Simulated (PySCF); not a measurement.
# C$_{3}$H$_{7}$NO, charge +1, doublet, SMILES `CCNC=[O+]`: electronic structure

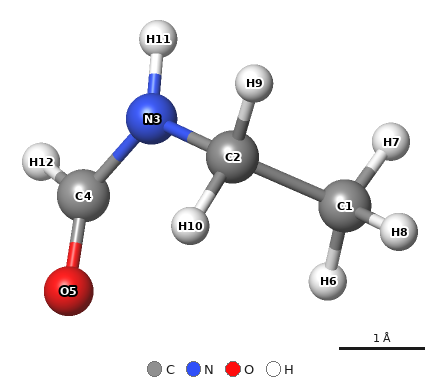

The molecule, with its atoms numbered as below. No frequency check shows the geometry to be a minimum.

Cartesian coordinates (Å):

```
C1       1.8317   -0.5150   -0.3627
C2       0.8986    0.2834    0.5543
N3      -0.2379    0.9188   -0.0312
C4      -1.3479    0.1856   -0.2644
O5      -1.5802   -0.8963    0.1866
H6       1.2780   -1.3430   -0.8063
H7       2.2661    0.1405   -1.1164
H8       2.6557   -0.9495    0.2026
H9       1.5078    1.0764    1.0075
H10      0.4930   -0.4361    1.2856
H11     -0.1298    1.8376   -0.4499
H12     -2.0577    0.6889   -0.9606
```

Part 1: Bonding charge

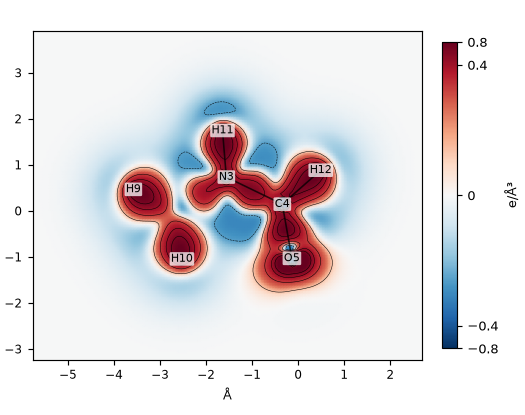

Deformation density (molecule less spherical, spin-averaged free atoms) in the plane of N3, C4, O5, H9, H10, H11 and H12; colour scale in e/Å³, logarithmic beyond ±0.1; red: gain, blue: loss.

PySCF calculation, CAM-B3LYP/def2-SVPD, gas phase; geometry: GFN2-xTB. The stability of the open-shell solution wasn't checked. GFN2-xTB doesn't know the spin state, so this open-shell geometry is rough.

Q: How much density has each bond in this plane gained at its critical point, relative to the free atoms?

A: N3–H11: +0.86 e/Å³ at the bond critical point (bond length 1.01 Å). C4–H12: +0.77 e/Å³ at the bond critical point (bond length 1.11 Å). C4–O5: +0.69 e/Å³ at the bond critical point (bond length 1.20 Å). N3–C4: +0.44 e/Å³ at the bond critical point (bond length 1.35 Å). In all, 2.4 electrons gather in the regions of gain relative to the promolecule of neutral atoms (the regions of loss give up this much and the cation's charge besides).

Q: Where do the Hirshfeld charges lie?

A: The highest Hirshfeld charge is on C4 (+0.23 e), the lowest on C1 (−0.07 e).

Part 2: Bond critical points

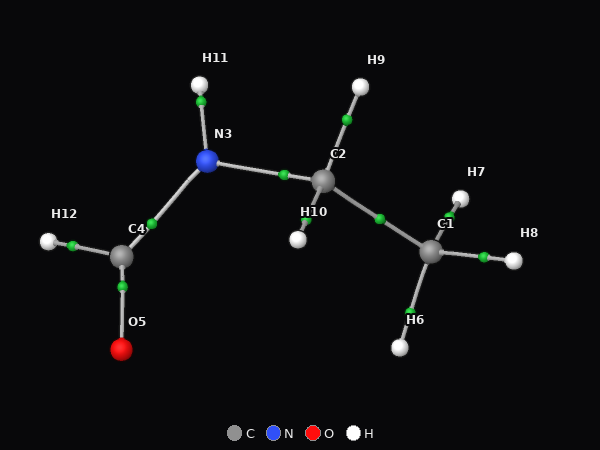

Molecular graph of the electron density (QTAIM): bond paths, bond critical points (green), ring points (magenta, if any); weak paths are dashed.

Q: How many critical points of each kind are there, and does the count close?

A: 12 nuclei, 11 bond, 0 ring and 0 cage critical points: 12 − 11 + 0 − 0 = 1, as the Poincaré–Hopf relation requires.

Q: Give the properties at the bond critical points.

A:
```
  bond  length (Å)  ρ (a.u.)  ∇²ρ (a.u.)     ε  H (a.u.)
 C4–O5       1.195     0.427       +0.40  0.06    −0.762
N3–H11       1.015     0.336       −1.70  0.02    −0.460
 N3–C4       1.351     0.328       −0.94  0.04    −0.539
 C2–H9       1.098     0.280       −1.10  0.02    −0.308
 C1–H7       1.089     0.280       −1.07  0.02    −0.307
 C1–H8       1.090     0.280       −1.09  0.02    −0.308
 C1–H6       1.090     0.279       −1.06  0.02    −0.305
C2–H10       1.103     0.277       −1.08  0.02    −0.302
C4–H12       1.114     0.275       −1.13  0.03    −0.305
 C2–N3       1.428     0.264       −0.46  0.01    −0.395
 C1–C2       1.533     0.230       −0.51  0.01    −0.186
```

Q: What kind of interaction is C1–H8?

A: Shared-shell (covalent): ρ = 0.280, ∇²ρ = −1.09, H = −0.308 a.u.

Part 3: Local ionisation energy

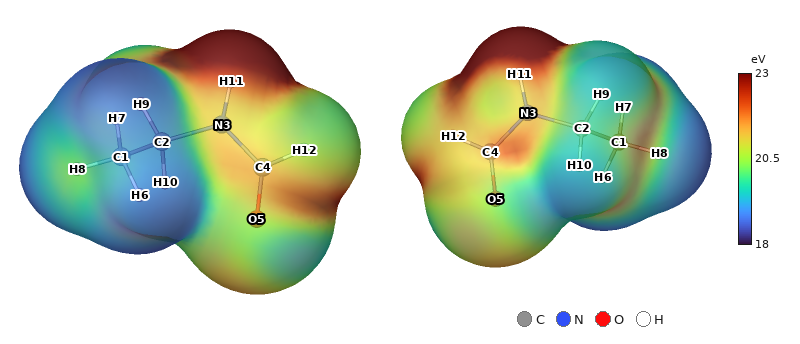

Average local ionisation energy on the surface of electron density 0.001 a.u. (back view left, front view right).

Q: Locate the minima of the map.

A: The lowest value is 18.4 eV, 1.3 Å from H6. Further minima include 19.1 eV, 1.4 Å from H10; 19.3 eV, 1.8 Å from O5; 19.4 eV, 1.3 Å from H9. For comparison, the highest occupied orbital lies at −16.0 eV.

Q: What volume does the surface enclose?

A: About 99 Å³.

Part 4: Spin density

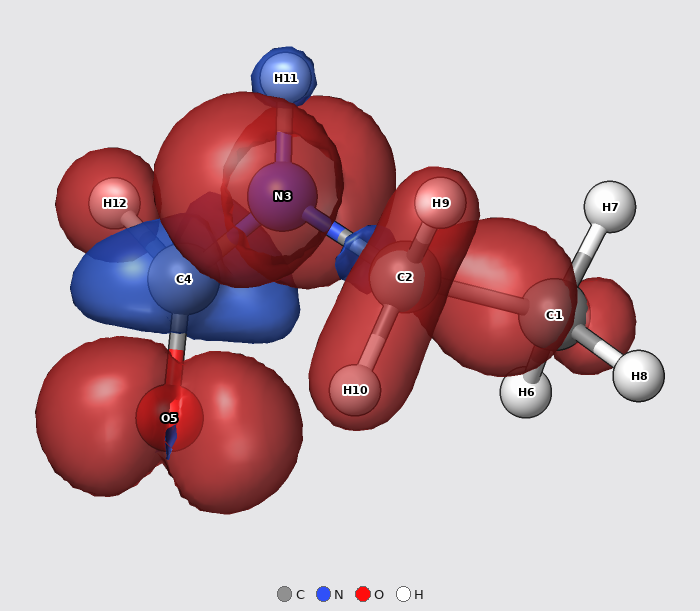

Spin density ρα − ρβ at ±0.02 e/Å³ (red: excess α, blue: excess β).

Q: Where is the unpaired spin?

A: Hirshfeld spin populations: N3 +0.42, O5 +0.37, C1 +0.07 and C2 +0.07. Spin polarisation leaves negative spin on C4 (−0.03). ⟨S²⟩ = 0.78, against 0.75 for a pure state. The picture also shows regions of β spin from spin polarisation; the Hirshfeld sums, whose atoms overlap, net them against the α spin of neighbours.

Part 5: In an electric field

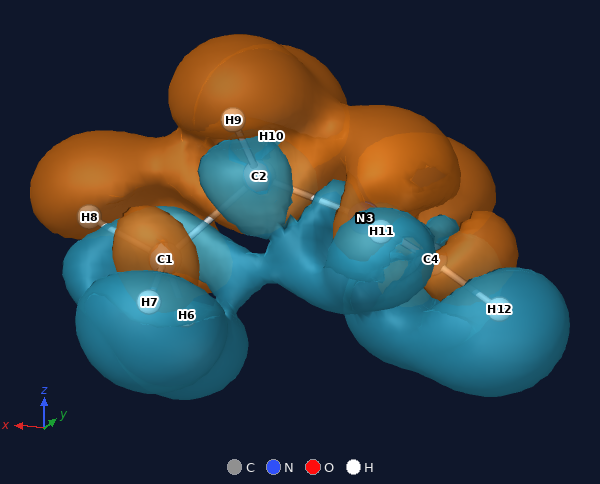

Change of the electron density in a uniform field of 0.26 V/Å, surfaces at ±0.001 e/Å³ (light blue: gain, orange: loss).

Computed with PySCF, CAM-B3LYP/def2-SVPD, geometry: GFN2-xTB. The stability of the open-shell solution wasn't checked. GFN2-xTB doesn't know the spin state, so this open-shell geometry is rough.

The field was applied in both directions; the picture shows the one opposite to the script's first.

Q: Along which Cartesian direction does the field point?

A: Along +z: electrons gather on the −z side, against the field.

Q: What dipole is induced, and what polarisability does it imply?

A: The induced dipole is 0.47 D (along the field); α along this axis, from the fields in both directions, is 37 bohr³ (5.5 Å³).

The PySCF runs shown took 73 s and 2.7 min on 1 thread of Arm Neoverse V2 (shared host).
